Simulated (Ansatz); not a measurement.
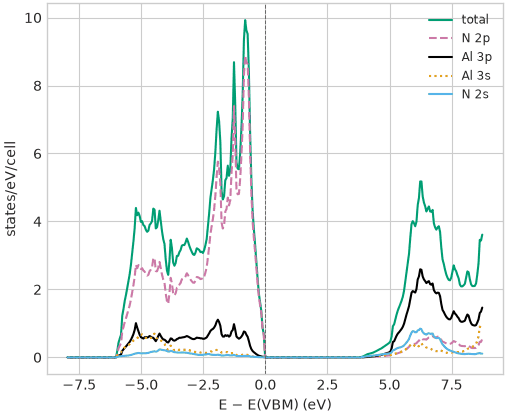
Figure. Total and projected density of states of AlN in space group P4_2/mnm (No. 136; Al on 4g, N on 4f), DFT-PBEsol in the program Ansatz with PAW potentials

Question: Which orbitals carry the states next to the gap?

Answer: Top 1 eV of the valence band: N 2p 91 %, Al 3p 6 %. Bottom 1 eV of the conduction band: N 2s 33 %, Al 3s 25 %, Al 3p 23 %, N 2p 11 %, outside the projected shells 8 %. Projections are on Löwdin-orthogonalised atomic valence shells; empty p or d shells of many metals are not among them.

Question: Where is the tallest occupied peak in this window, and what makes it?

Answer: Near -0.8 eV, about 9.9 states/eV per cell; the largest projected share is N 2p.

The start of the workflow was typed in or built on a structure type; neither database checked (COD, Materials Project) lists it. It is not the phase usual at ambient conditions (space group No. 186, 216). The PBEsol relaxation kept the symmetry of its start; phonons on a q-mesh show no instability.

Potentials: the later of the program's two PAW sets.
